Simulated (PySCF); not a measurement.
# C2HAlClF: single-point calculation

C2HAlClF, computed with CCSD/STO-3G, RHF (PySCF 2.14.0).

The geometry comes from this level: PBE0-D4/def2-TZVP.

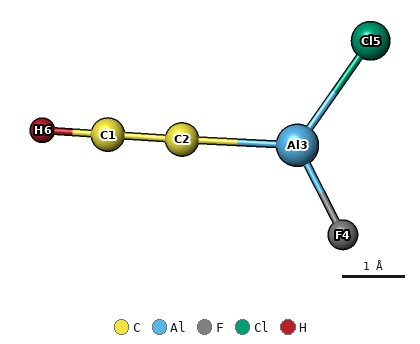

Figure 1. The input geometry (ball-and-stick view, seen at a tilt; atoms are numbered from 1 in the order of the input). Sticks mark near contacts. Bond lengths as drawn: Al–C 1.88 Å, Al–Cl 2.07 Å, Al–F 1.64 Å, C–C 1.21 Å and C–H 1.07 Å.

## Results in brief

```tsv
quantity	value
outcome	converged
total energy	−867.314698 hartree
SCF energy	−867.103043 hartree
correlation energy	−0.211655 hartree
basis functions	34
T1 diagnostic	0.012
HOMO of the SCF reference	−9.14 eV
LUMO of the SCF reference	7.06 eV
hardware	1 thread of Intel Xeon @ 2.50GHz (Skylake/Cascade Lake), 189 GiB of memory available, shared host
wall time	3.3 s
peak memory	0.11 GiB
```

## Input (calc.py)
```python
# C#[C][Al]([F])[Cl]
from pyscf import gto, scf, cc

molecule = gto.Mole()
molecule.atom = 'geometry.xyz'
molecule.basis = 'sto-3g'
molecule.charge = 0
molecule.max_memory = 1860
molecule.verbose = 4
molecule.build()

mf = scf.RHF(molecule)
mf.conv_tol = 1e-10
mf.kernel()
if not mf.converged:
    mf = mf.newton().run(mf.mo_coeff, mf.mo_occ)

mycc = cc.CCSD(mf, frozen=13)
mycc.kernel()
energy = mycc.e_tot
print('E = %.10f Eh' % energy)
dip = mf.dip_moment()
pop, q = mf.mulliken_pop()
```

## File geometry.xyz
```
6

C      0.079200     0.550300     1.791600
C      0.021300     0.146100     0.654200
Al    -0.061900    -0.456300    -1.122700
F     -0.437800    -2.016700    -1.442100
Cl     0.311400     0.805300    -2.722900
H      0.130000     0.907400     2.795800
```

Command:
```bash
OMP_NUM_THREADS=1 python calc.py
```

## Output
```
PySCF version 2.14.0

[INPUT] num. atoms = 6
[INPUT] num. electrons = 52
[INPUT] charge = 0
[INPUT] spin (= nelec alpha-beta = 2S) = 0
[INPUT] symmetry False subgroup None
[INPUT] Mole.unit = angstrom
[INPUT] Symbol           X                Y                Z      unit          X                Y                Z       unit  Magmom
[INPUT]  1 C      0.079200000000   0.550300000000   1.791600000000 AA    0.149666309066   1.039916286348   3.385633324771 Bohr   0.0
[INPUT]  2 C      0.021300000000   0.146100000000   0.654200000000 AA    0.040251166453   0.276088986799   1.236258830690 Bohr   0.0
[INPUT]  3 Al    -0.061900000000  -0.456300000000  -1.122700000000 AA   -0.116974047111  -0.862282030639  -2.121595520049 Bohr   0.0
[INPUT]  4 F     -0.437800000000  -2.016700000000  -1.442100000000 AA   -0.827322097335  -3.811010675410  -2.725174044235 Bohr   0.0
[INPUT]  5 Cl     0.311400000000   0.805300000000  -2.722900000000 AA    0.588460715190   1.521796448112  -5.145535264578 Bohr   0.0
[INPUT]  6 H      0.130000000000   0.907400000000   2.795800000000 AA    0.245664396193   1.714737485430   5.283296299059 Bohr   0.0

nuclear repulsion = 223.168863960022
number of shells = 20
number of NR pGTOs = 102
number of NR cGTOs = 34
basis = sto-3g
ecp = {}

******** <class 'pyscf.scf.hf.RHF'> ********
method = RHF
initial guess = minao
damping factor = 0
level_shift factor = 0
DIIS = <class 'pyscf.scf.diis.CDIIS'>
diis_start_cycle = 1
diis_space = 8
diis_damp = 0
SCF conv_tol = 1e-10
SCF conv_tol_grad = None
SCF max_cycles = 50
direct_scf = True
direct_scf_tol = 1e-13
Set gradient conv threshold to 1e-05
Initial guess from minao.
init E= -866.975041989709
  HOMO = -0.320436630543184  LUMO = 0.0815332253226924  gap/eV = 10.93816
cycle= 1 E= -867.004569095636  delta_E= -0.0295  |g|= 0.448  |ddm|=  3.3
  HOMO = -0.292838722513495  LUMO = 0.231723819824111  gap/eV = 14.27407
cycle= 2 E= -867.096297702009  delta_E= -0.0917  |g|= 0.135  |ddm|= 0.961
  HOMO = -0.34090027692291  LUMO = 0.255586899934502  gap/eV = 16.23124
cycle= 3 E= -867.101830047776  delta_E= -0.00553  |g|= 0.0561  |ddm|= 0.219
  HOMO = -0.337080666463073  LUMO = 0.261471107253629  gap/eV = 16.28742
cycle= 4 E= -867.102823879849  delta_E= -0.000994  |g|= 0.0248  |ddm|= 0.0836
  HOMO = -0.336040490099698  LUMO = 0.259738952142199  gap/eV = 16.21198
cycle= 5 E= -867.103032211496  delta_E= -0.000208  |g|= 0.00305  |ddm|= 0.0373
  HOMO = -0.335737966052879  LUMO = 0.25936359288077  gap/eV = 16.19354
cycle= 6 E= -867.103041961622  delta_E= -9.75e-06  |g|= 0.000898  |ddm|= 0.0098
  HOMO = -0.33576059933682  LUMO = 0.259483210183012  gap/eV = 16.19741
cycle= 7 E= -867.103042988102  delta_E= -1.03e-06  |g|= 0.000301  |ddm|= 0.00334
  HOMO = -0.335757040897286  LUMO = 0.259484589964282  gap/eV = 16.19735
cycle= 8 E= -867.103043128107  delta_E= -1.4e-07  |g|= 0.000156  |ddm|= 0.00098
  HOMO = -0.33577375820379  LUMO = 0.25949055886005  gap/eV = 16.19797
cycle= 9 E= -867.103043179456  delta_E= -5.13e-08  |g|= 3.74e-05  |ddm|= 0.000842
  HOMO = -0.33577075275608  LUMO = 0.259493503621473  gap/eV = 16.19797
cycle= 10 E= -867.103043181745  delta_E= -2.29e-09  |g|= 5.62e-06  |ddm|= 0.000193
  HOMO = -0.335771153931381  LUMO = 0.259493794262812  gap/eV = 16.19798
cycle= 11 E= -867.103043181766  delta_E= -2.09e-11  |g|= 7.27e-07  |ddm|= 1.64e-05
  HOMO = -0.335771104175381  LUMO = 0.259493698154378  gap/eV = 16.19798
Extra cycle  E= -867.103043181765  delta_E= 6.82e-13  |g|= 3.62e-07  |ddm|= 1.35e-06
converged SCF energy = -867.103043181765

******** <class 'pyscf.cc.ccsd.CCSD'> ********
CC2 = 0
CCSD nocc = 13, nmo = 21
frozen orbitals 13
max_cycle = 50
direct = 0
conv_tol = 1e-07
conv_tol_normt = 1e-05
diis_space = 6
diis_start_cycle = 0
diis_start_energy_diff = 1e+09
Init t2, MP2 energy = -867.295029892775  E_corr(MP2) -0.191986711009998
Init E_corr(CCSD) = -0.191986711010059
cycle = 1  E_corr(CCSD) = -0.195529543390046  dE = -0.00354283238  norm(t1,t2) = 0.0592965
cycle = 2  E_corr(CCSD) = -0.205427461274017  dE = -0.00989791788  norm(t1,t2) = 0.0253116
cycle = 3  E_corr(CCSD) = -0.20785877057874  dE = -0.0024313093  norm(t1,t2) = 0.0143767
cycle = 4  E_corr(CCSD) = -0.211357361753114  dE = -0.00349859117  norm(t1,t2) = 0.00754231
cycle = 5  E_corr(CCSD) = -0.21167734459079  dE = -0.000319982838  norm(t1,t2) = 0.00201371
cycle = 6  E_corr(CCSD) = -0.211661213361845  dE = 1.61312289e-05  norm(t1,t2) = 0.000666009
cycle = 7  E_corr(CCSD) = -0.211643431189009  dE = 1.77821728e-05  norm(t1,t2) = 0.000166866
cycle = 8  E_corr(CCSD) = -0.211652756936063  dE = -9.32574705e-06  norm(t1,t2) = 6.7003e-05
cycle = 9  E_corr(CCSD) = -0.211654583615233  dE = -1.82667917e-06  norm(t1,t2) = 2.81984e-05
cycle = 10  E_corr(CCSD) = -0.211654717735616  dE = -1.34120383e-07  norm(t1,t2) = 7.32326e-06
cycle = 11  E_corr(CCSD) = -0.211654786208316  dE = -6.84726993e-08  norm(t1,t2) = 2.87517e-06
```

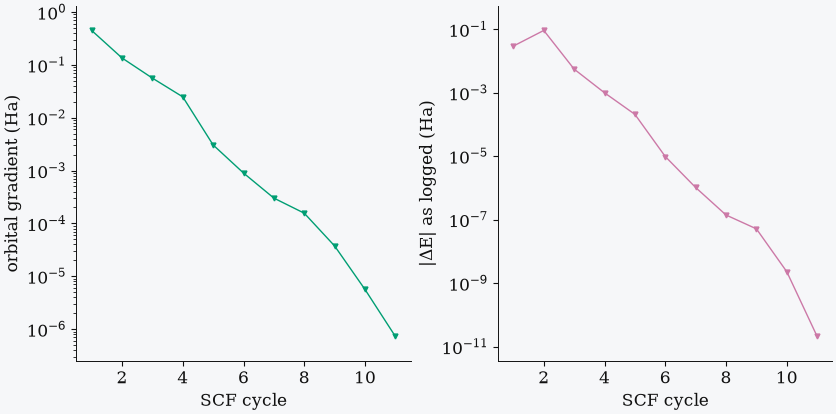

Figure 2. Convergence of the self-consistent field: orbital gradient and size of the energy change against the SCF cycle. The residual falls at every step.

```
CCSD converged
E(CCSD) = -867.3146979679735  E_corr = -0.2116547862083158
E = -867.3146979680 Eh
Dipole moment(X, Y, Z, Debye): -0.31389, -0.94778,  2.10050
 ** Mulliken pop  **
pop of  0 C 1s            1.99442
pop of  0 C 2s            1.13432
pop of  0 C 2px           0.97426
pop of  0 C 2py           1.00752
pop of  0 C 2pz           1.01873
pop of  1 C 1s            1.99467
pop of  1 C 2s            1.28587
pop of  1 C 2px           0.99856
pop of  1 C 2py           0.98860
pop of  1 C 2pz           1.05951
pop of  2 Al 1s           1.99941
pop of  2 Al 2s           1.98042
pop of  2 Al 3s           0.80766
pop of  2 Al 2px          1.93304
pop of  2 Al 2py          1.94199
pop of  2 Al 2pz          1.93990
pop of  2 Al 3px          0.25909
pop of  2 Al 3py          0.43725
pop of  2 Al 3pz          0.50552
pop of  3 F 1s            1.99916
pop of  3 F 2s            1.95698
pop of  3 F 2px           1.88060
pop of  3 F 2py           1.57865
pop of  3 F 2pz           1.93436
pop of  4 Cl 1s           1.99997
pop of  4 Cl 2s           1.99898
pop of  4 Cl 3s           1.98721
pop of  4 Cl 2px          1.99896
pop of  4 Cl 2py          1.99684
pop of  4 Cl 2pz          1.99519
pop of  4 Cl 3px          1.93877
pop of  4 Cl 3py          1.83171
pop of  4 Cl 3pz          1.73961
pop of  5 H 1s            0.90225
 ** Mulliken atomic charges  **
charge of    0C =     -0.12925
charge of    1C =     -0.32721
charge of    2Al =      1.19572
charge of    3F =     -0.34975
charge of    4Cl =     -0.48726
charge of    5H =      0.09775
```

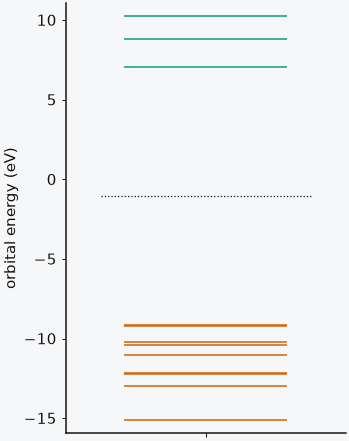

Figure 3. Orbital energies near the frontier (SCF reference); the dotted line parts filled from empty levels, and levels within 0.02 eV of each other stand side by side. Highest filled −9.14 eV, lowest empty 7.06 eV, 16.20 eV apart.
